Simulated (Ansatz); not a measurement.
**C4H4Ge: density, localisation and related maps**

```xyz
9

C     0.1498   -3.1552   -0.8671
C    -0.2339   -2.1722   -1.4704
C    -2.6809   -0.4135   -2.1579
C    -3.8762   -0.2619   -1.9978
Ge   -0.8129   -0.6331   -2.4201
H     0.4852   -4.0259   -0.3316
H    -0.5327   -0.8278   -3.9148
H    -0.0793    0.5996   -1.8789
H    -4.9342   -0.1309   -1.8539
```

Geometry: PBE0-D4/def2-SVP.

All numbers below come from isolated molecule in a Gaussian basis; Kohn-Sham density functional theory, functional PBE0 in Ansatz.

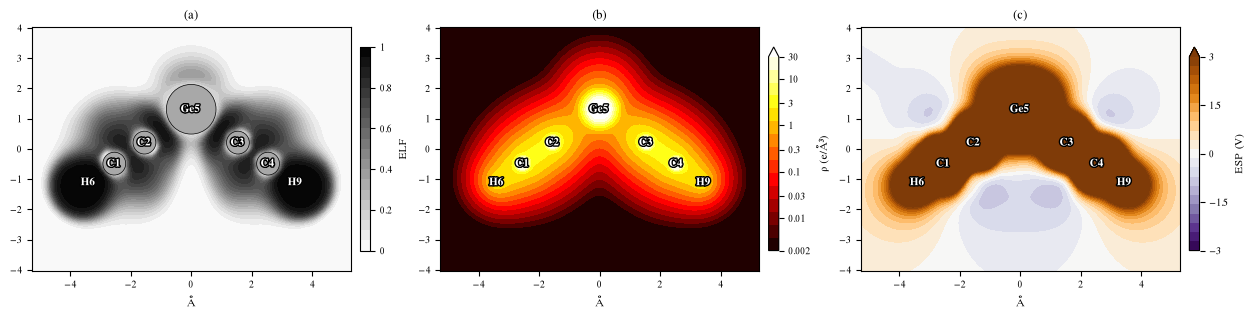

Figure 1. (a) ELF; (b) electron density; (c) electrostatic potential on the plane of atoms C2, Ge5 and C3. Grey discs cover the atomic cores in the ELF map.

Question: Interpret the plot.

Answer: The section cuts through C, Ge and H sites.
C–C (1.22 Å): ρ is about 2.8 e/Å³ halfway; the ELF peaks at about 0.85 between the atoms; a short, multiple covalent bond.
C–Ge (1.90 Å): ρ is about 0.91 e/Å³ halfway; the ELF peaks at about 0.95 in the valence shell of C, 0.7 Å from its nucleus, and is about 0.60 at the midpoint.
C–H (1.08 Å): the density is about 2.1 e/Å³ at the midpoint; the ELF climbs to about 1 towards the hydrogen, as it does in any bond to H; a covalent bond by its length.
Outside the dense part of the molecule the potential is most negative (−1.0 V) near C2 and C3.

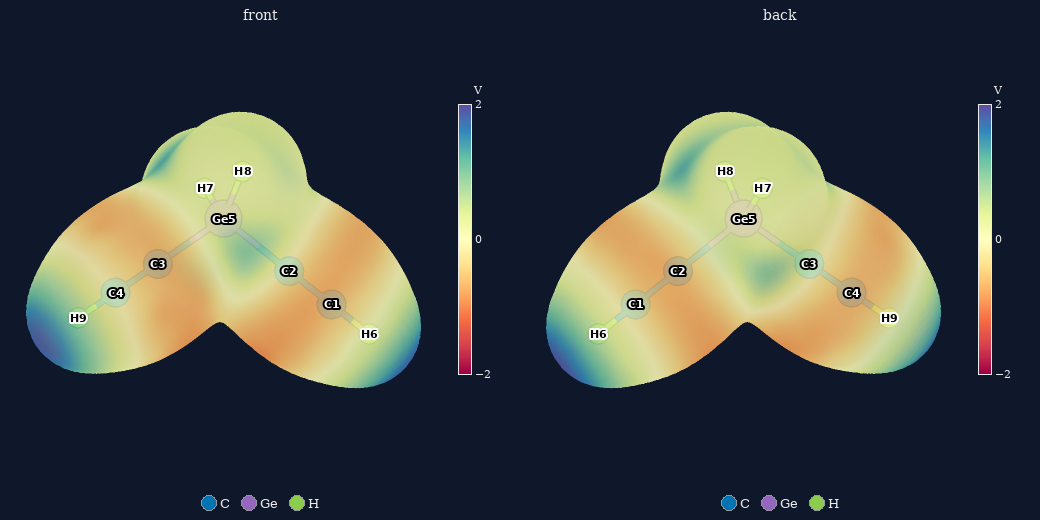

Figure 2. The electrostatic potential painted on the density surface at 0.002 e/bohr³, seen from the front and from behind; red is negative and blue positive.

Question: Which sites attract a positive test charge, and which a negative one?

Answer: A positive charge is drawn to the negative regions and a negative charge to the positive ones. The most negative region (about −0.9 V) lies over C1, C2, C3 and C4, the most positive (about +1.9 V) over H6 and H9.

Question: What dipole moment does the calculation give?

Answer: Its dipole moment is 0.16 D.

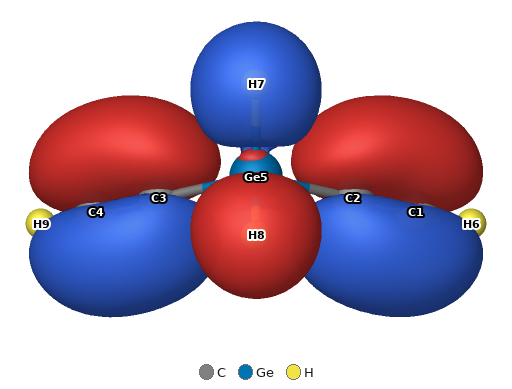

Figure 3. The HOMO at ±0.06 Å⁻³ᐟ² (blue and red are the two phases), seen from one side.

Question: Describe this orbital and give its energy.

Answer: Its weight (Hirshfeld) is mainly on C1 (about 20 %), C4 (about 20 %), C2 (about 20 %), C3 (about 20 %) and Ge5 (about 10 %). Its energy is −8.14 eV.

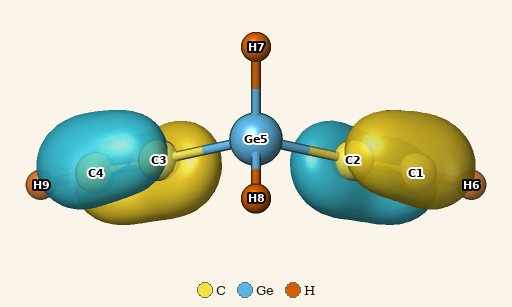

Figure 4. The HOMO−1 at ±0.15 Å⁻³ᐟ² (yellow and cyan are the two phases), seen from one side.

Question: Describe this orbital and give its energy.

Answer: Its weight (Hirshfeld) is mainly on C1 (about 25 %), C4 (about 25 %), C2 (about 25 %) and C3 (about 25 %). Its energy is −8.23 eV.
